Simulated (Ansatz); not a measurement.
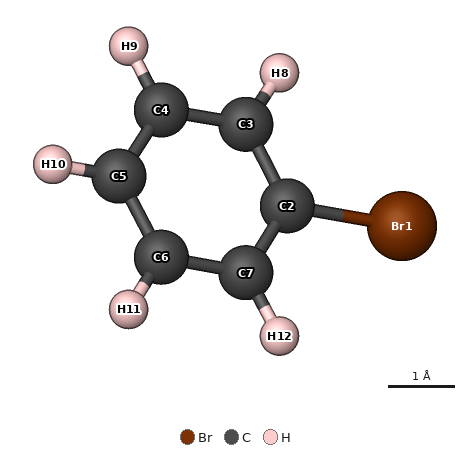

The structure as given in the input (ball-and-stick view, seen at a tilt; atoms are numbered from 1 in the order of the input).

## Two runs on C$_{6}$H$_{5}$Br

System: C$_{6}$H$_{5}$Br.
Method of run 1: RKS PBE-D4/def2-SVP (Ansatz 0.2.0).

Text and figures count atoms from 1; the logs count them from 0 in places.

Input, run 1:
```yaml
crystal:
  periodic: [false, false, false]
  atoms:
    - { symbol: Br, position_ang: [1.64272436, 0.10819967, 0.00628583] }
    - { symbol: C, position_ang: [-0.25775134, -0.01699009, -0.00039788] }
    - { symbol: C, position_ang: [-1.02568489, 1.15809509, -0.01649531] }
    - { symbol: C, position_ang: [-2.42556897, 1.05669733, -0.02128734] }
    - { symbol: C, position_ang: [-3.04903518, -0.20086152, -0.01005165] }
    - { symbol: C, position_ang: [-2.26608352, -1.36576552, 0.00592461] }
    - { symbol: C, position_ang: [-0.8649966, -1.28266705, 0.01084282] }
    - { symbol: H, position_ang: [-0.53119433, 2.1397018, -0.0250721] }
    - { symbol: H, position_ang: [-3.03203304, 1.97524153, -0.03401665] }
    - { symbol: H, position_ang: [-4.14684261, -0.27319987, -0.01359162] }
    - { symbol: H, position_ang: [-2.74690596, -2.35592588, 0.01462695] }
    - { symbol: H, position_ang: [-0.24609791, -2.19093548, 0.02336234] }
basis:
  gaussian: { orbitals: def2-SVP }
hamiltonian:
  xc: pbe
  dispersion: d4
relax:
  f_tol: 0.002
  max_steps: 150
```

Command:
```bash
ansatz run input.yaml --threads 4 --pin off --max-ram 10240MiB --backend cpu --events-out ev --progress --plain --runs-dir out
```

Hardware: 4 threads of Intel Xeon @ 2.50GHz (Skylake/Cascade Lake), 189 GiB of memory available, shared host.

Output, shortened to warnings, some set-up lines, iterations and results (run 1):
```
[...]
mean field evaluation 1: about -76304.5798 eV, gradient 6.9e1 eV
mean field evaluation 2: about -76278.3730 eV, gradient 1.2e2 eV
mean field evaluation 4: about -76317.9789 eV, gradient 1.0e1 eV
mean field evaluation 8: about -76318.2479 eV, gradient 1.9e-1 eV
mean field evaluation 16: about -76318.1208 eV, gradient 1.1e-3 eV
relax step   1: F+E_penalty+E_count = -76318.48477145 eV  Δ(F+E_penalty+E_count) = +0.000e0 eV  max|allowed force component| = 3.950e-3 eV/Å  Δτ_max = 0.0000 Å  (31 SCF …
relax step   2: F+E_penalty+E_count = -76318.48477249 eV  Δ(F+E_penalty+E_count) = -1.040e-6 eV  max|allowed force component| = 1.575e-3 eV/Å  Δτ_max = 0.0004 Å  (35 SCF …
mean field evaluation 32: about -76318.1208 eV, gradient 2.1e-3 eV
mean field -76318.12079558 eV, -2804.6392089572 hartree, gradient 1.1e-5 eV, S^2 0.000000; 1 other end points of the search recorded, 0 dependent functions left out
the calculation of the forces begins
reference -76318.12082809 eV, -2804.6392101522 hartree; 38, 38 occupied and 103, 103 virtual orbitals, 1583 factors
Total energy: -76318.48480501 eV, -2804.6525860571 hartree
Atom 0 at     1.642604     0.108193     0.006246 Å, force     0.000484     0.000031    -0.000132 eV/Å
Atom 1 at    -0.257867    -0.016999    -0.000423 Å, force    -0.001575    -0.000137     0.000068 eV/Å
Atom 2 at    -1.025704     1.158116    -0.016484 Å, force     0.000400     0.000758    -0.000053 eV/Å
Atom 3 at    -2.425583     1.056727    -0.021193 Å, force    -0.000348    -0.000261    -0.000005 eV/Å
Atom 4 at    -3.049096    -0.200865    -0.010069 Å, force    -0.000742    -0.000016    -0.000374 eV/Å
Atom 5 at    -2.266095    -1.365801     0.005928 Å, force    -0.000397     0.000110     0.000331 eV/Å
Atom 6 at    -0.865013    -1.282690     0.010884 Å, force     0.000471    -0.000633    -0.000141 eV/Å
Atom 7 at    -0.531121     2.139659    -0.025234 Å, force     0.000210    -0.000397     0.000246 eV/Å
Atom 8 at    -3.031904     1.975355    -0.033698 Å, force     0.000617     0.000272    -0.000230 eV/Å
Atom 9 at    -4.146904    -0.273195    -0.014009 Å, force     0.000013     0.000060     0.000409 eV/Å
Atom 10 at    -2.746758    -2.356025     0.014832 Å, force     0.000687    -0.000215    -0.000303 eV/Å
Atom 11 at    -0.246027    -2.190884     0.023350 Å, force     0.000179     0.000428     0.000183 eV/Å
Dipole moment:    -0.307956    -0.020287    -0.001081 e Å
```

The input of run 2 differs as follows (lines with − go, lines with + come):
```diff
-  gaussian: { orbitals: def2-SVP }
+  gaussian: { orbitals: def2-TZVP }
-  xc: pbe
+  xc: pbe0
```

Predict how the results change.

The total energies belong to different models, so their difference says nothing on which is more stable or more accurate. The functional changes from PBE to PBE0. The basis functions go from 141 to 264. On the same kind of shared host run 2 took about 7.4 times as long.

Output, shortened to warnings, some set-up lines, iterations and results (run 2):
```
[...]
mean field evaluation 1: about -76324.8570 eV, gradient 6.6e1 eV
mean field evaluation 2: about -76314.8395 eV, gradient 9.0e1 eV
mean field evaluation 4: about -76335.7784 eV, gradient 3.4e0 eV
mean field evaluation 8: about -76335.7972 eV, gradient 4.0e-1 eV
mean field evaluation 16: about -76336.2230 eV, gradient 6.9e-4 eV
relax step   1: F+E_penalty+E_count = -76336.53088444 eV  Δ(F+E_penalty+E_count) = +0.000e0 eV  max|allowed force component| = 5.922e-1 eV/Å  Δτ_max = 0.0000 Å  (34 SCF …
relax step   2: F+E_penalty+E_count = -76336.60053442 eV  Δ(F+E_penalty+E_count) = -6.965e-2 eV  max|allowed force component| = 1.505e-1 eV/Å  Δτ_max = 0.0275 Å  (33 SCF …
mean field evaluation 32: about -76336.2934 eV, gradient 7.5e-1 eV
relax step   3: F+E_penalty+E_count = -76336.60515953 eV  Δ(F+E_penalty+E_count) = -4.625e-3 eV  max|allowed force component| = 6.175e-3 eV/Å  Δτ_max = 0.0090 Å  (34 SCF …
relax step   4: F+E_penalty+E_count = -76336.60516473 eV  Δ(F+E_penalty+E_count) = -5.205e-6 eV  max|allowed force component| = 3.211e-3 eV/Å  Δτ_max = 0.0004 Å  (33 SCF …
relax step   5: F+E_penalty+E_count = -76336.60516556 eV  Δ(F+E_penalty+E_count) = -8.247e-7 eV  max|allowed force component| = 2.692e-4 eV/Å  Δτ_max = 0.0003 Å  (34 SCF …
mean field evaluation 64: about -76335.8696 eV, gradient 1.1e-1 eV
mean field -76336.29419141 eV, -2805.3070689357 hartree, gradient 2.1e-5 eV, S^2 0.000000; 1 other end points of the search recorded, 0 dependent functions left out
the calculation of the forces begins
reference -76336.29422281 eV, -2805.3070700897 hartree; 38, 38 occupied and 226, 226 virtual orbitals, 1713 factors
Total energy: -76336.60519696 eV, -2805.3184981789 hartree
Atom 0 at     1.608439     0.105939     0.006050 Å, force    -0.000054    -0.000002     0.000021 eV/Å
Atom 1 at    -0.276586    -0.018232    -0.000467 Å, force     0.000249     0.000014    -0.000058 eV/Å
Atom 2 at    -1.032755     1.142185    -0.016325 Å, force    -0.000252    -0.000174     0.000000 eV/Å
Atom 3 at    -2.416055     1.042936    -0.021036 Å, force     0.000135     0.000259     0.000052 eV/Å
Atom 4 at    -3.031513    -0.199707    -0.010019 Å, force    -0.000201    -0.000012    -0.000050 eV/Å
Atom 5 at    -2.258460    -1.350885     0.005804 Å, force     0.000170    -0.000238    -0.000044 eV/Å
Atom 6 at    -0.874094    -1.267820     0.010690 Å, force    -0.000269     0.000138     0.000058 eV/Å
Atom 7 at    -0.545748     2.108826    -0.024857 Å, force     0.000078     0.000030    -0.000002 eV/Å
Atom 8 at    -3.013409     1.947282    -0.033428 Å, force     0.000069    -0.000053    -0.000004 eV/Å
Atom 9 at    -4.112627    -0.270924    -0.013774 Å, force    -0.000065    -0.000002     0.000012 eV/Å
Atom 10 at    -2.732096    -2.325781     0.014467 Å, force     0.000061     0.000058     0.000034 eV/Å
Atom 11 at    -0.264567    -2.162229     0.023024 Å, force     0.000077    -0.000017    -0.000019 eV/Å
Dipole moment:    -0.372456    -0.024535    -0.001294 e Å
```

The two runs side by side:

| quantity | run 1 | run 2 |
| --- | --- | --- |
| outcome | converged | converged |
| total energy (hartree) | −2804.652586 | −2805.318498 |
| largest force (eV/Å) | 0.002 | 0.000 |
| basis functions | 141 | 264 |
| wall time (shared host) | 12 s | 88 s |
